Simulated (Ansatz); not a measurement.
# quartet OF at 6 levels

Aim: a comparison of 6 runs (U-r2SCAN/STO-3G, U-revPBE/STO-3G, U-wB97M-V/STO-3G, U-wB97X/STO-3G, UCCSD(T)/STO-3G, FCI/STO-3G) of quartet OF. 

The calculation is run with Ansatz 0.2.0.

48 further runs of the same task are left out: 7 that didn't finish, 41 set aside as unsound or not needed.

### Step 1. The molecule

OF has 2 atoms, charge 0, and is taken as a quartet. As SMILES of the parent species, `[O]F`. The coordinates come from a PBE0-D4/def2-TZVP relaxation. That shape belongs to the parent species and isn't relaxed for this state.

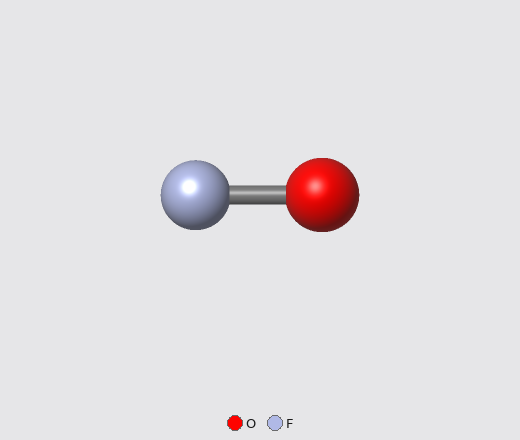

Viewed from a chosen angle; oxygen red, fluorine light blue.

### Step 2. A single-point energy at U-r2SCAN/STO-3G (run 1)

in.yaml reads:

```yaml
basis:
  gaussian: {orbitals: STO-3G}
crystal:
  periodic: [false, false, false]
  atoms:
    - {symbol: O, position_ang: [0.000000, 0.000000, -0.015950]}
    - {symbol: F, position_ang: [-0.000000, -0.000000, 1.314400]}
magnetization: {spin_polarized: true, initial_magnetization: 3}
hamiltonian: {xc: {name: r2SCAN}}
accuracy: high
```

Command:

```
$ ansatz run in.yaml --threads 1 --pin off --max-ram 3480MiB --events-out events.jsonl --progress --plain --runs-dir runs
```

Standard output:

```text
Warning: RAYON_NUM_THREADS=1 ignored (pool sized by the plan → 1); use --threads N
Functional definition: r2SCAN
  name "r2SCAN"
  parameter k0 = 0.174
  parameter k1 = 0.065
  parameter a1 = 4.9479
  exchange = r2scan_x(k0 = k0, k1 = k1, a1 = a1)
  correlation = r2scan_c
149 factors; integrals over basis functions are off by at most 3.2e-8 eV
mean field evaluation 1: about -4684.6783 eV, gradient 1.7e1 eV
mean field evaluation 2: about -4680.3981 eV, gradient 2.2e1 eV
mean field evaluation 4: about -4686.5772 eV, gradient 4.6e-1 eV
mean field evaluation 8: about -4686.5598 eV, gradient 1.3e-3 eV
mean field evaluation 16: about -4686.5598 eV, gradient 5.0e-8 eV
mean field -4686.55978696 eV, -172.2278955064 hartree, gradient 5.0e-8 eV, S^2 3.750000; 0 other end points of the search recorded, 0 dependent functions left out
reference -4686.55978706 eV, -172.2278955100 hartree; 10, 7 occupied and 0, 3 virtual orbitals, 149 factors
Total energy: -4686.55978706 eV, -172.2278955100 hartree
```

Wall time 0.72 s (1 thread of Intel Xeon 6975P-C (Granite Rapids), shared host); peak memory 0.15 GiB.

### Step 3. A single-point energy at U-revPBE/STO-3G (run 2)

molecule.yaml reads:

```yaml
basis:
  gaussian:
    orbitals: STO-3G
crystal:
  periodic: [false, false, false]
  atoms:
    - {symbol: O, position_ang: [0.000000, 0.000000, -0.015950]}
    - {symbol: F, position_ang: [-0.000000, -0.000000, 1.314400]}
magnetization:
  spin_polarized: true
  initial_magnetization: 3
accuracy: high
hamiltonian:
  xc: {name: revPBE}
```

Command:

```
$ ansatz run molecule.yaml --threads 1 --pin off --max-ram 3480MiB --events-out events.jsonl --progress --plain --runs-dir runs
```

Standard output:

```text
Warning: RAYON_NUM_THREADS=1 ignored (pool sized by the plan → 1); use --threads N
Functional definition: revPBE
  name "revPBE"
  parameter kappa = 1.245
  parameter beta = 0.06672455060314922
  exchange = pbe_x(kappa = kappa, mu = beta*pi^2/3)
  correlation = pbe_c(beta = beta)
149 factors; integrals over basis functions are off by at most 3.2e-8 eV
mean field evaluation 1: about -4684.2368 eV, gradient 1.9e1 eV
mean field evaluation 2: about -4678.3186 eV, gradient 2.5e1 eV
mean field evaluation 4: about -4684.9631 eV, gradient 1.6e1 eV
mean field evaluation 8: about -4686.6174 eV, gradient 1.4e-1 eV
mean field evaluation 16: about -4686.6176 eV, gradient 7.0e-9 eV
mean field -4686.61757372 eV, -172.2300191306 hartree, gradient 6.9e-9 eV, S^2 3.750000; 0 other end points of the search recorded, 0 dependent functions left out
reference -4686.61757434 eV, -172.2300191534 hartree; 10, 7 occupied and 0, 3 virtual orbitals, 149 factors
Total energy: -4686.61757434 eV, -172.2300191534 hartree
```

It took 0.3 s on 1 thread of Intel Xeon 6975P-C (Granite Rapids), shared host.

Runs 3 to 5 aren't shown in full; the table further down has their settings and results.

### Step 4. The energy at FCI/STO-3G (run 6)

molecule.yaml reads:

```yaml
crystal:
  periodic: [false, false, false]
  atoms:
    - {symbol: O, position_ang: [0.000000, 0.000000, -0.015950]}
    - {symbol: F, position_ang: [-0.000000, -0.000000, 1.314400]}
basis:
  gaussian: {orbitals: STO-3G}
correlation: {method: fci, frozen_orbitals: {F: 1, O: 1}}
magnetization: {spin_polarized: true, initial_magnetization: 3}
accuracy: high
```

Command:

```
$ ansatz run molecule.yaml --threads 1 --pin off --max-ram 3480MiB --events-out events.jsonl --progress --plain --runs-dir runs
```

Standard output:

```text
Warning: RAYON_NUM_THREADS=1 ignored (pool sized by the plan → 1); use --threads N
Functional definition: HF
  name "HF"
  exchange = exact_x
  correlation = 0
149 factors; integrals over basis functions are off by at most 3.2e-8 eV
mean field evaluation 1: about -4668.6140 eV, gradient 5.7e0 eV
mean field evaluation 2: about -4668.9230 eV, gradient 5.6e0 eV
mean field evaluation 4: about -4669.4517 eV, gradient 2.4e0 eV
mean field evaluation 8: about -4669.6850 eV, gradient 4.8e-4 eV
mean field -4669.68501451 eV, -171.6077590570 hartree, gradient 1.6e-8 eV, S^2 3.750000; 0 other end points of the search recorded, 0 dependent functions left out
mean field evaluation 16: about -4669.6850 eV, gradient 1.6e-8 eV
2 core orbitals not correlated: weight in the atoms' cores, before any rotation towards them, 1.000 or more for the frozen orbitals, at most 0.000 for the correlated occupied ones
reference -4669.68501451 eV, -171.6077590570 hartree; 8, 5 occupied and 0, 3 virtual orbitals, 149 factors
state -4671.18638370 eV, -171.6629333570 hartree
Total energy: -4671.18638370 eV, -171.6629333570 hartree
```

Wall time 0.06 s (1 thread of Intel Xeon 6975P-C (Granite Rapids), shared host).

### Step 5. All runs side by side

| run | level | frozen core orbitals | energy (Eh) | ⟨S²⟩ | wall time |
| --- | --- | --- | --- | --- | --- |
| 1 | U-r2SCAN/STO-3G | – | -172.227896 | 3.750 | 0.72 s |
| 2 | U-revPBE/STO-3G | – | -172.230019 | 3.750 | 0.3 s |
| 3 | U-wB97M-V/STO-3G | – | -172.262603 | 3.750 | 2.2 s |
| 4 | U-wB97X/STO-3G | – | -172.247091 | 3.750 | 1.4 s |
| 5 | UCCSD(T)/STO-3G | 2 | -171.659515 | 3.750 | 0.08 s |
| 6 | FCI/STO-3G | 2 | -171.662933 | – | 0.06 s |

### Step 6. Results

```
                                          quantity          value
                               run 6: total energy  -171.66293 Eh
run 6: correlation energy (2 core orbitals frozen)      -55.2 mEh
```

Against full CI in this basis: UCCSD(T) +3.4 mEh. Totals of different functionals can't be ranked against each other. In runs 1, 2, 3, 4, 5, 6 the basis is minimal, so the values are rough. All runs together took 4.7 s, the longest 2.2 s.
